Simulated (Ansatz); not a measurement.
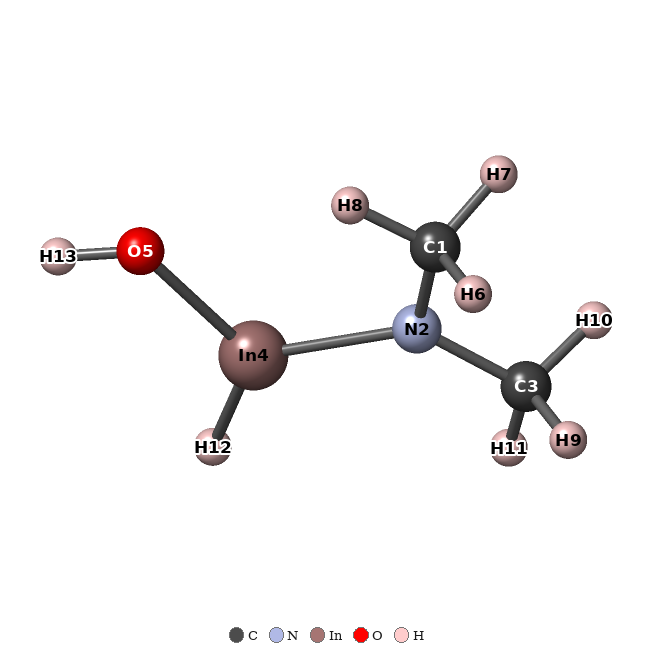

Harmonic vibrations computed with RKS PBE0-D4/def2-TZVP, core potentials on In (Ansatz 0.2.0) at a stationary point of the same level.

Is this a minimum or a saddle point?

A minimum: no imaginary frequency, and the lowest mode lies at 88 cm⁻¹.

How many vibrational modes are there, and where do they lie?

33 modes: 88, 106, 116, 237, 239, 264, 289, 298, 395, 422, 537, 594, 783, 1015, 1095, 1118, 1155, 1244, 1295, 1442, 1465, 1466, 1478, 1498, 1516, 1878, 2959, 2966, 2990, 3001, 3095, 3120, 3907 cm⁻¹.
